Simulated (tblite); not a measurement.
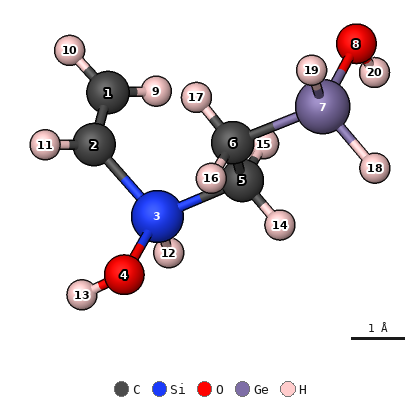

**Figure 1.** The starting structure (ball-and-stick view, seen at a tilt; atoms are numbered from 1 in the order of the input). Sticks mark near contacts.

C4H12GeO2Si: geometry relaxation

- system: C4H12GeO2Si
- method: GFN2-xTB geometry optimisation, gas phase (tblite 0.8.0)

## What the program printed
```
step      E/eV     max force
  0    -720.22319    2.198
  1    -720.41146    0.970
  2    -720.46925    0.617
  3    -720.51208    0.814
  4    -720.54807    0.383
  5    -720.56515    0.350
  6    -720.58669    0.426
  7    -720.60496    0.475
  8    -720.62007    0.299
  9    -720.62839    0.167
 10    -720.63339    0.140
 11    -720.63843    0.185
 12    -720.64330    0.196
 13    -720.64720    0.133
 14    -720.64995    0.112
 15    -720.65205    0.094
 16    -720.65389    0.121
 17    -720.65543    0.084
 18    -720.65653    0.066
 19    -720.65733    0.071
 20    -720.65807    0.076
 21    -720.65877    0.060
 22    -720.65941    0.055
 23    -720.66005    0.066
 24    -720.66081    0.092
 25    -720.66166    0.089
 26    -720.66236    0.053
 27    -720.66282    0.044
 28    -720.66320    0.064
 29    -720.66368    0.090
 30    -720.66423    0.076
 31    -720.66471    0.047
 32    -720.66507    0.044
 33    -720.66544    0.073
 34    -720.66584    0.087
 35    -720.66619    0.066
 36    -720.66639    0.032
 37    -720.66639    0.032
 38    -720.66646    0.025
 39    -720.66668    0.023
 40    -720.66674    0.025
 41    -720.66688    0.028
 42    -720.66695    0.026
 43    -720.66703    0.025
 44    -720.66713    0.025
 45    -720.66723    0.018
 46    -720.66729    0.013
 47    -720.66733    0.015
 48    -720.66737    0.018
 49    -720.66742    0.016
 50    -720.66747    0.013
 51    -720.66750    0.013
 52    -720.66753    0.020
 53    -720.66758    0.021
 54    -720.66763    0.016
 55    -720.66767    0.014
 56    -720.66770    0.015
 57    -720.66774    0.020
 58    -720.66777    0.017
 59    -720.66781    0.013
 60    -720.66783    0.015
 61    -720.66786    0.015
 62    -720.66789    0.016
 63    -720.66792    0.014
 64    -720.66795    0.014
 65    -720.66797    0.016
 66    -720.66799    0.012
 67    -720.66802    0.015
 68    -720.66804    0.012
 69    -720.66806    0.008
 70    -720.66808    0.009
 71    -720.66809    0.009
 72    -720.66811    0.010
 73    -720.66813    0.009
 74    -720.66814    0.009
 75    -720.66816    0.010
 76    -720.66817    0.009
 77    -720.66818    0.007
 78    -720.66819    0.005
 79    -720.66820    0.007
 80    -720.66821    0.009
 81    -720.66822    0.009
 82    -720.66822    0.007
 83    -720.66823    0.009
 84    -720.66824    0.009
 85    -720.66826    0.013
 86    -720.66827    0.015
 87    -720.66830    0.011
 88    -720.66832    0.012
 89    -720.66834    0.011
 90    -720.66836    0.013
 91    -720.66837    0.010
 92    -720.66839    0.010
 93    -720.66840    0.009
 94    -720.66842    0.015
 95    -720.66844    0.019
 96    -720.66847    0.014
 97    -720.66848    0.008
 98    -720.66849    0.009
 99    -720.66850    0.012
100    -720.66852    0.015
101    -720.66854    0.010
102    -720.66855    0.008
103    -720.66856    0.007
104    -720.66857    0.010
105    -720.66858    0.008
106    -720.66858    0.004
107    -720.66859    0.005
108    -720.66859    0.008
109    -720.66860    0.011
110    -720.66860    0.010
111    -720.66861    0.006
112    -720.66861    0.005
113    -720.66862    0.005
114    -720.66862    0.007
115    -720.66863    0.005
116    -720.66863    0.004
```

## Trajectory as extended XYZ (Å, eV, eV/Å), 11 of the 12 frames kept, from step=0 to step=116
```
20
Properties=species:S:1:pos:R:3:forces:R:3 step=0 energy=-720.22319
C    -2.4672    1.4583    0.6535   -0.4940  -0.0310   0.5420
C    -2.3970    0.1396    0.5376   -0.2730   0.1620   0.5120
Si   -1.3658   -0.6573   -0.7759   -0.3540  -1.7000  -0.6830
O    -1.4840   -2.3543   -0.6577   -1.5370   1.4910  -0.4960
C     0.4148   -0.1259   -0.6062    0.4610   0.2350  -0.7190
C     0.9831   -0.5414    0.7356   -0.1810  -0.1890   0.5660
Ge    2.8547    0.0078    0.8764    0.5270  -0.2480   0.5370
O     2.9748    1.7924    0.7934   -0.0720  -0.5130  -1.4100
H    -1.9442    2.1104   -0.0344   -0.1840  -0.0320   0.2470
H    -3.0811    1.9034    1.4459    0.3960   0.0670  -0.4700
H    -2.9282   -0.5007    1.2466    0.0740   0.3020  -0.1460
H    -1.8850   -0.2341   -2.0917    0.0450  -0.0860  -0.0030
H    -2.4357   -2.5671   -0.8403    1.5200  -0.1540   0.3590
H     1.0031   -0.5967   -1.4354   -0.2400   0.5130   0.6230
H     0.4640    0.9883   -0.7213    0.1050  -0.8730   0.0270
H     0.9324   -1.6431    0.8655   -0.1630   0.6910  -0.0620
H     0.4191   -0.0574    1.5652    0.1910  -0.4240  -0.4950
H     3.6653   -0.6348   -0.2777   -0.0320   0.3090   0.2680
H     3.4241   -0.4754    2.2434    0.0330   0.4050  -0.4780
H     2.8479    1.9985   -0.1643    0.1790   0.0730   1.2800
20
Properties=species:S:1:pos:R:3:forces:R:3 step=10 energy=-720.63339
C    -2.5018    1.4756    0.6913   -0.0020  -0.0620  -0.0280
C    -2.4204    0.1606    0.5514    0.0160   0.0020  -0.1160
Si   -1.4235   -0.6541   -0.8395   -0.0080   0.1370   0.0180
O    -1.5320   -2.2746   -0.7151    0.1010  -0.0710  -0.0170
C     0.4067   -0.1585   -0.6293   -0.1070  -0.0610   0.0670
C     0.9606   -0.5677    0.7354    0.0810   0.0250  -0.0600
Ge    2.8707   -0.0543    0.8921    0.0430   0.0330  -0.0530
O     3.0444    1.6840    0.7601    0.0220   0.0450   0.0590
H    -1.9831    2.1280    0.0066   -0.0570   0.0550   0.0360
H    -3.0760    1.9631    1.4645    0.0310  -0.0370   0.0380
H    -2.9444   -0.4779    1.2600    0.0350   0.1000  -0.0860
H    -1.9023   -0.2289   -2.1685    0.0020  -0.0040   0.0980
H    -2.3718   -2.7176   -0.7991    0.0310  -0.0020   0.0220
H     1.0416   -0.5793   -1.4149   -0.1350  -0.0280   0.0250
H     0.4673    0.9302   -0.7303    0.0150  -0.0770   0.0070
H     0.8733   -1.6446    0.8715   -0.0830   0.0340  -0.0200
H     0.3968   -0.0837    1.5363    0.0010  -0.0500  -0.0530
H     3.7192   -0.6069   -0.2398   -0.0020  -0.0970   0.0380
H     3.5171   -0.3461    2.2205    0.0320   0.0630  -0.0210
H     2.8526    2.0633   -0.0951   -0.0180  -0.0070   0.0470
20
Properties=species:S:1:pos:R:3:forces:R:3 step=21 energy=-720.65877
C    -2.5111    1.4917    0.6911   -0.0160   0.0160   0.0180
C    -2.4347    0.1809    0.5204   -0.0280   0.0230   0.0140
Si   -1.4365   -0.6454   -0.8490    0.0060  -0.0060   0.0240
O    -1.4885   -2.2708   -0.7326    0.0120   0.0160   0.0140
C     0.3898   -0.1725   -0.6313    0.0420   0.0020   0.0230
C     0.9619   -0.5768    0.7253    0.0390   0.0040   0.0120
Ge    2.8800   -0.0626    0.8878   -0.0180   0.0090  -0.0560
O     3.0694    1.6729    0.7693    0.0160   0.0280   0.0100
H    -2.0196    2.1785    0.0203   -0.0010  -0.0160   0.0140
H    -3.0643    1.9448    1.4998   -0.0130   0.0030   0.0000
H    -2.9551   -0.4530    1.2305    0.0000  -0.0090  -0.0020
H    -1.9203   -0.2176   -2.1658   -0.0240   0.0080  -0.0460
H    -2.3155   -2.7429   -0.7718    0.0160  -0.0080   0.0100
H     0.9873   -0.6215   -1.4275    0.0140   0.0070   0.0190
H     0.4723    0.9115   -0.7436    0.0250  -0.0140  -0.0360
H     0.8604   -1.6520    0.8648   -0.0080   0.0290  -0.0070
H     0.4061   -0.0894    1.5299   -0.0060  -0.0240  -0.0410
H     3.7314   -0.6625   -0.2182   -0.0010  -0.0250  -0.0020
H     3.5487   -0.2952    2.2129   -0.0200  -0.0280   0.0330
H     2.8331    2.0928   -0.0542   -0.0330  -0.0140  -0.0010
20
Properties=species:S:1:pos:R:3:forces:R:3 step=31 energy=-720.66471
C    -2.5303    1.5002    0.7040    0.0170   0.0200   0.0170
C    -2.4468    0.1919    0.5185    0.0090   0.0140   0.0130
Si   -1.4338   -0.6249   -0.8487    0.0090  -0.0380   0.0070
O    -1.4597   -2.2489   -0.7135    0.0220  -0.0130   0.0110
C     0.4018   -0.1721   -0.6477    0.0080   0.0120   0.0210
C     0.9684   -0.5678    0.7138    0.0060  -0.0100  -0.0010
Ge    2.8847   -0.0634    0.8810   -0.0310  -0.0150   0.0070
O     3.0946    1.6704    0.7605    0.0060  -0.0200  -0.0090
H    -2.0346    2.1950    0.0454    0.0080  -0.0010  -0.0060
H    -3.0856    1.9467    1.5151   -0.0320  -0.0230  -0.0050
H    -2.9691   -0.4531    1.2174    0.0010  -0.0040  -0.0030
H    -1.9340   -0.2198   -2.1682   -0.0030   0.0140  -0.0180
H    -2.2688   -2.7508   -0.7469   -0.0100   0.0150   0.0070
H     0.9928   -0.6510   -1.4323   -0.0280   0.0350   0.0130
H     0.5083    0.9073   -0.7805    0.0080  -0.0060  -0.0380
H     0.8702   -1.6432    0.8504   -0.0180   0.0060   0.0040
H     0.4039   -0.0878    1.5166    0.0070   0.0040  -0.0410
H     3.7316   -0.6965   -0.2094    0.0130   0.0120  -0.0040
H     3.5203   -0.3132    2.2188    0.0200  -0.0040   0.0240
H     2.7810    2.0919   -0.0360   -0.0120   0.0010   0.0000
20
Properties=species:S:1:pos:R:3:forces:R:3 step=42 energy=-720.66695
C    -2.5349    1.5018    0.7096    0.0060   0.0230   0.0100
C    -2.4430    0.1949    0.5202    0.0040  -0.0190   0.0000
Si   -1.4281   -0.6213   -0.8472   -0.0110   0.0010   0.0030
O    -1.4470   -2.2442   -0.7012    0.0090  -0.0160   0.0010
C     0.4077   -0.1683   -0.6573   -0.0130   0.0040   0.0010
C     0.9692   -0.5638    0.7060    0.0020  -0.0010  -0.0060
Ge    2.8871   -0.0720    0.8835    0.0030  -0.0050  -0.0080
O     3.1026    1.6607    0.7548   -0.0010  -0.0100   0.0050
H    -2.0340    2.2025    0.0612    0.0000  -0.0010  -0.0030
H    -3.1077    1.9383    1.5139   -0.0090  -0.0050   0.0000
H    -2.9713   -0.4535    1.2119    0.0030  -0.0040  -0.0120
H    -1.9353   -0.2202   -2.1665    0.0010   0.0020  -0.0020
H    -2.2560   -2.7464   -0.7309   -0.0100   0.0050   0.0080
H     0.9907   -0.6542   -1.4424    0.0030   0.0120   0.0100
H     0.5188    0.9088   -0.8019    0.0100   0.0020  -0.0030
H     0.8581   -1.6371    0.8463   -0.0010  -0.0050  -0.0020
H     0.4037   -0.0772    1.5031    0.0070   0.0210  -0.0130
H     3.7399   -0.7039   -0.2048   -0.0010   0.0040   0.0140
H     3.5194   -0.3197    2.2258    0.0040   0.0010  -0.0070
H     2.7550    2.0854   -0.0259   -0.0050  -0.0070   0.0030
20
Properties=species:S:1:pos:R:3:forces:R:3 step=63 energy=-720.66792
C    -2.5378    1.4951    0.7133    0.0000  -0.0030   0.0000
C    -2.4435    0.1893    0.5147    0.0010   0.0070  -0.0020
Si   -1.4238   -0.6203   -0.8531   -0.0120  -0.0060   0.0040
O    -1.4447   -2.2436   -0.7007   -0.0010   0.0040  -0.0030
C     0.4105   -0.1604   -0.6635   -0.0060   0.0000  -0.0040
C     0.9700   -0.5520    0.7015   -0.0010   0.0020   0.0000
Ge    2.8922   -0.0813    0.8807    0.0120   0.0030   0.0040
O     3.1125    1.6502    0.7522   -0.0020   0.0050   0.0000
H    -2.0329    2.2003    0.0728   -0.0040  -0.0010   0.0060
H    -3.1192    1.9243    1.5156    0.0030  -0.0030  -0.0040
H    -2.9766   -0.4648    1.1974    0.0020   0.0010  -0.0090
H    -1.9319   -0.2236   -2.1739    0.0050  -0.0010   0.0090
H    -2.2610   -2.7352   -0.6959    0.0070  -0.0010   0.0020
H     0.9969   -0.6449   -1.4465    0.0000  -0.0030   0.0000
H     0.5196    0.9167   -0.8107    0.0050   0.0020   0.0010
H     0.8432   -1.6219    0.8533   -0.0020   0.0010  -0.0010
H     0.4143   -0.0457    1.4932   -0.0060   0.0000  -0.0010
H     3.7509   -0.7121   -0.2014   -0.0040  -0.0110  -0.0040
H     3.5195   -0.3346    2.2245    0.0000   0.0030  -0.0050
H     2.7367    2.0751   -0.0154    0.0040   0.0000   0.0060
20
Properties=species:S:1:pos:R:3:forces:R:3 step=73 energy=-720.66813
C    -2.5402    1.4935    0.7156   -0.0010  -0.0040  -0.0010
C    -2.4461    0.1888    0.5108    0.0010   0.0000   0.0010
Si   -1.4228   -0.6194   -0.8550   -0.0080   0.0010   0.0010
O    -1.4398   -2.2425   -0.7016    0.0000   0.0060   0.0000
C     0.4111   -0.1575   -0.6655   -0.0060  -0.0040  -0.0040
C     0.9692   -0.5458    0.7013   -0.0020   0.0020  -0.0040
Ge    2.8936   -0.0828    0.8788   -0.0040   0.0000   0.0080
O     3.1217    1.6478    0.7512    0.0020  -0.0030  -0.0020
H    -2.0337    2.2021    0.0801    0.0000  -0.0020   0.0060
H    -3.1236    1.9188    1.5185    0.0010  -0.0020  -0.0050
H    -2.9820   -0.4685    1.1883   -0.0010   0.0030  -0.0010
H    -1.9292   -0.2232   -2.1763    0.0000  -0.0030   0.0040
H    -2.2545   -2.7365   -0.6811    0.0050   0.0020  -0.0020
H     0.9959   -0.6467   -1.4468    0.0060   0.0010   0.0020
H     0.5221    0.9189   -0.8171    0.0020  -0.0050   0.0030
H     0.8402   -1.6153    0.8555   -0.0050   0.0060   0.0010
H     0.4129   -0.0362    1.4906    0.0020  -0.0020  -0.0010
H     3.7446   -0.7247   -0.2034   -0.0010   0.0030  -0.0020
H     3.5203   -0.3381    2.2223    0.0030   0.0010  -0.0040
H     2.7351    2.0779   -0.0080    0.0040   0.0000   0.0010
20
Properties=species:S:1:pos:R:3:forces:R:3 step=84 energy=-720.66824
C    -2.5421    1.4918    0.7176    0.0000   0.0000  -0.0010
C    -2.4483    0.1878    0.5092    0.0010  -0.0030  -0.0010
Si   -1.4228   -0.6181   -0.8562    0.0050   0.0010   0.0010
O    -1.4345   -2.2408   -0.7003    0.0000  -0.0020   0.0010
C     0.4114   -0.1564   -0.6672   -0.0020   0.0010   0.0020
C     0.9665   -0.5416    0.7017   -0.0010   0.0050  -0.0020
Ge    2.8930   -0.0843    0.8786   -0.0040  -0.0030  -0.0060
O     3.1303    1.6449    0.7507   -0.0030  -0.0030   0.0010
H    -2.0313    2.2020    0.0877    0.0010   0.0010   0.0000
H    -3.1296    1.9148    1.5185    0.0000   0.0010   0.0010
H    -2.9882   -0.4704    1.1823   -0.0020  -0.0010  -0.0020
H    -1.9311   -0.2253   -2.1775    0.0000  -0.0010   0.0020
H    -2.2473   -2.7373   -0.6758   -0.0020  -0.0030  -0.0030
H     0.9984   -0.6481   -1.4455   -0.0040   0.0040   0.0020
H     0.5235    0.9196   -0.8208    0.0030  -0.0020  -0.0010
H     0.8328   -1.6102    0.8587    0.0040   0.0070   0.0040
H     0.4106   -0.0276    1.4884    0.0030  -0.0010   0.0010
H     3.7384   -0.7293   -0.2066   -0.0020   0.0030   0.0000
H     3.5249   -0.3400    2.2191    0.0010  -0.0050   0.0050
H     2.7405    2.0790   -0.0044    0.0030   0.0010  -0.0040
20
Properties=species:S:1:pos:R:3:forces:R:3 step=94 energy=-720.66842
C    -2.5444    1.4883    0.7207   -0.0040  -0.0010   0.0010
C    -2.4540    0.1850    0.5061    0.0000  -0.0030  -0.0030
Si   -1.4220   -0.6182   -0.8552    0.0090  -0.0010  -0.0050
O    -1.4261   -2.2406   -0.6957   -0.0010  -0.0030  -0.0010
C     0.4109   -0.1517   -0.6666   -0.0010  -0.0020   0.0050
C     0.9631   -0.5302    0.7057    0.0020   0.0010  -0.0040
Ge    2.8923   -0.0865    0.8766    0.0030  -0.0020  -0.0150
O     3.1390    1.6417    0.7526    0.0030   0.0010   0.0020
H    -2.0240    2.2002    0.1007    0.0000  -0.0030   0.0010
H    -3.1391    1.9087    1.5175    0.0010   0.0050   0.0050
H    -3.0037   -0.4755    1.1689   -0.0040   0.0050   0.0030
H    -1.9342   -0.2321   -2.1768    0.0040   0.0020  -0.0040
H    -2.2364   -2.7414   -0.6780   -0.0020  -0.0040  -0.0010
H     0.9984   -0.6486   -1.4414   -0.0040   0.0030   0.0070
H     0.5256    0.9231   -0.8266   -0.0060  -0.0060   0.0030
H     0.8236   -1.5967    0.8710   -0.0040   0.0050   0.0010
H     0.4112   -0.0071    1.4893    0.0020  -0.0020  -0.0060
H     3.7268   -0.7324   -0.2169   -0.0020   0.0030   0.0060
H     3.5284   -0.3531    2.2129    0.0030   0.0010   0.0050
H     2.7595    2.0779   -0.0066    0.0020   0.0000   0.0000
20
Properties=species:S:1:pos:R:3:forces:R:3 step=105 energy=-720.66858
C    -2.5468    1.4840    0.7243    0.0000   0.0000  -0.0010
C    -2.4630    0.1815    0.5020    0.0010  -0.0010  -0.0010
Si   -1.4232   -0.6207   -0.8546    0.0040  -0.0010  -0.0030
O    -1.4211   -2.2431   -0.6937   -0.0030   0.0010   0.0000
C     0.4078   -0.1485   -0.6642   -0.0010   0.0010  -0.0010
C     0.9607   -0.5188    0.7096   -0.0030   0.0000  -0.0020
Ge    2.8935   -0.0884    0.8727    0.0040   0.0000  -0.0070
O     3.1519    1.6384    0.7536    0.0030   0.0030  -0.0010
H    -2.0167    2.1965    0.1134    0.0030  -0.0010  -0.0020
H    -3.1448    1.9039    1.5192   -0.0010  -0.0010   0.0010
H    -3.0231   -0.4784    1.1566   -0.0020  -0.0020   0.0000
H    -1.9287   -0.2369   -2.1797   -0.0030  -0.0010   0.0010
H    -2.2283   -2.7492   -0.6814   -0.0020   0.0010  -0.0010
H     0.9971   -0.6474   -1.4363   -0.0020   0.0010   0.0010
H     0.5193    0.9256   -0.8293    0.0000   0.0000   0.0020
H     0.8132   -1.5826    0.8849    0.0000  -0.0010   0.0010
H     0.4139    0.0154    1.4890    0.0020  -0.0010   0.0030
H     3.7197   -0.7356   -0.2262   -0.0040   0.0000   0.0060
H     3.5325   -0.3634    2.2062    0.0020   0.0010   0.0020
H     2.7811    2.0783   -0.0077    0.0010   0.0010   0.0010
20
Properties=species:S:1:pos:R:3:forces:R:3 step=116 energy=-720.66863
C    -2.5461    1.4813    0.7250   -0.0020   0.0010   0.0000
C    -2.4661    0.1791    0.4998    0.0020   0.0000   0.0010
Si   -1.4241   -0.6221   -0.8554    0.0020   0.0000   0.0000
O    -1.4223   -2.2445   -0.6940   -0.0010   0.0010  -0.0010
C     0.4060   -0.1469   -0.6623    0.0000   0.0010  -0.0020
C     0.9601   -0.5149    0.7116   -0.0010  -0.0010  -0.0010
Ge    2.8945   -0.0878    0.8717    0.0010  -0.0010   0.0000
O     3.1594    1.6381    0.7520    0.0000   0.0010   0.0000
H    -2.0116    2.1933    0.1171    0.0030   0.0000  -0.0010
H    -3.1451    1.9015    1.5188   -0.0010   0.0000   0.0020
H    -3.0303   -0.4808    1.1510   -0.0020   0.0000   0.0000
H    -1.9298   -0.2392   -2.1810    0.0020  -0.0010   0.0030
H    -2.2300   -2.7499   -0.6838    0.0000   0.0000   0.0000
H     0.9958   -0.6456   -1.4342    0.0020   0.0000   0.0010
H     0.5165    0.9272   -0.8280   -0.0020   0.0010  -0.0010
H     0.8116   -1.5781    0.8893    0.0010  -0.0020   0.0020
H     0.4156    0.0214    1.4911   -0.0010  -0.0010   0.0000
H     3.7171   -0.7389   -0.2272   -0.0010   0.0000   0.0010
H     3.5352   -0.3635    2.2044   -0.0010   0.0010  -0.0010
H     2.7885    2.0810   -0.0076    0.0000  -0.0010  -0.0010
```

This output came from the following input.

## The input
```
{"job": {"xc": "GFN2-xTB", "basis": "xTB", "kind": "relax"}, "charge": 0, "multiplicity": 1}
C     -2.467200     1.458300     0.653500
C     -2.397000     0.139600     0.537600
Si    -1.365800    -0.657300    -0.775900
O     -1.484000    -2.354300    -0.657700
C      0.414800    -0.125900    -0.606200
C      0.983100    -0.541400     0.735600
Ge     2.854700     0.007800     0.876400
O      2.974800     1.792400     0.793400
H     -1.944200     2.110400    -0.034400
H     -3.081100     1.903400     1.445900
H     -2.928200    -0.500700     1.246600
H     -1.885000    -0.234100    -2.091700
H     -2.435700    -2.567100    -0.840300
H      1.003100    -0.596700    -1.435400
H      0.464000     0.988300    -0.721300
H      0.932400    -1.643100     0.865500
H      0.419100    -0.057400     1.565200
H      3.665300    -0.634800    -0.277700
H      3.424100    -0.475400     2.243400
H      2.847900     1.998500    -0.164300
```

The first line tells a small driver script what to run in tblite; the rest is the geometry in Å.

Launch command:
```bash
OMP_NUM_THREADS=1 python <driver script> task.json out
```

## Results in brief

```csv
quantity,value
outcome,converged
total energy,−720.6686 eV
hardware,"1 CPU thread, shared host"
wall time,1.5 s
peak memory,0.21 GiB
```
